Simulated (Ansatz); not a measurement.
CH₄NSn (charge +1)

```xyz
7

C    -0.3905   -1.0407    0.2046
N     0.7849   -0.2303   -0.0889
Sn    1.2879    0.6621   -1.7955
H    -1.0421   -1.1296   -0.6772
H    -0.9818   -0.5905    1.0178
H    -0.0969   -2.0571    0.5117
H     1.4033   -0.1366    0.7208
```

Geometry: PBE0-D3(BJ)/def2-SVP; core potentials replace the inner electrons of Sn.

Method: isolated molecule in a Gaussian basis; Kohn-Sham density functional theory, functional PBE0 (Ansatz).

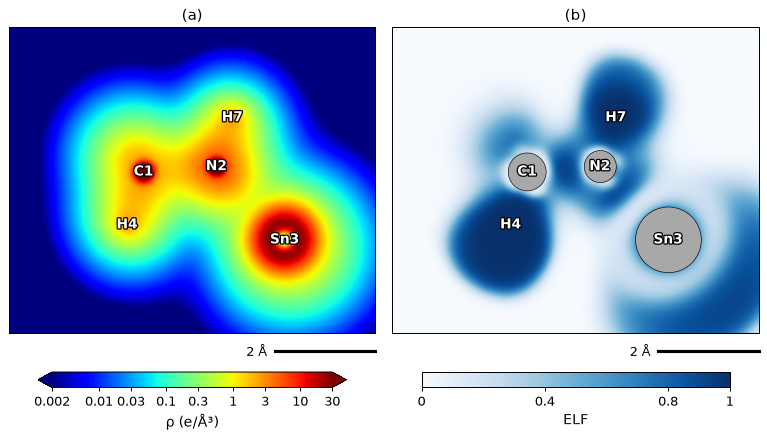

Figure 1. (a) electron density; (b) ELF on the plane of atoms C1, N2 and Sn3. Grey discs cover the atomic cores in the ELF map.

**Describe what can be read from this map.**

The section cuts through C, N, Sn and H sites.
C–N (1.46 Å): the density is about 1.9 e/Å³ at the midpoint; the ELF peaks at about 0.90 between the atoms (a shared electron pair).
Sn–N (1.99 Å): the density is about 0.86 e/Å³ at the midpoint; the ELF peaks at about 0.85 in the valence shell of N, 0.6 Å from its nucleus, and drops to about 0.20 between the two atoms.
N–H (1.02 Å): the density is about 2.9 e/Å³ at the midpoint; the ELF climbs to about 1 towards the hydrogen, as it does in any bond to H; a covalent bond by its length.
C–H (1.10 Å): ρ at the midpoint is about 2 e/Å³; the ELF climbs to about 1 towards the hydrogen; a covalent bond by its length.

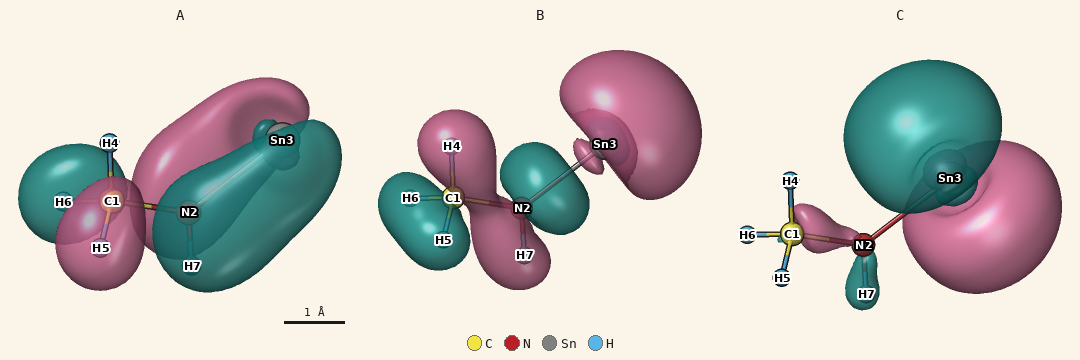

Figure 2. Three frontier orbitals at ±0.1 Å⁻³ᐟ² (teal and pink are the two phases), in no order.

**Order the three orbitals by energy and name them.**

B is the HOMO−1 (−13.93 eV). By Hirshfeld shares it lies mainly on Sn3 (about 45 %), N2 (about 25 %) and C1 (about 10 %). A is the HOMO (−12.38 eV). It lies mainly on N2 (about 50 %), Sn3 (about 20 %), C1 (about 15 %), H5 (about 5 %) and H6 (about 5 %). C is the LUMO (−8.40 eV). By Hirshfeld shares it lies mainly on Sn3 (about 90 %).

**What is the HOMO–LUMO gap?**

3.98 eV between the orbital energies.

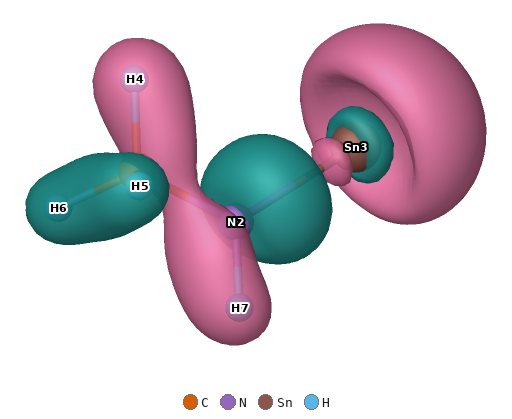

Figure 3. The HOMO−1 at ±0.15 Å⁻³ᐟ² (teal and pink are the two phases), seen at a tilt.

**Describe this orbital and give its energy.**

It lies mainly on Sn3 (about 45 %), N2 (about 25 %) and C1 (about 10 %). Its energy is −13.93 eV.
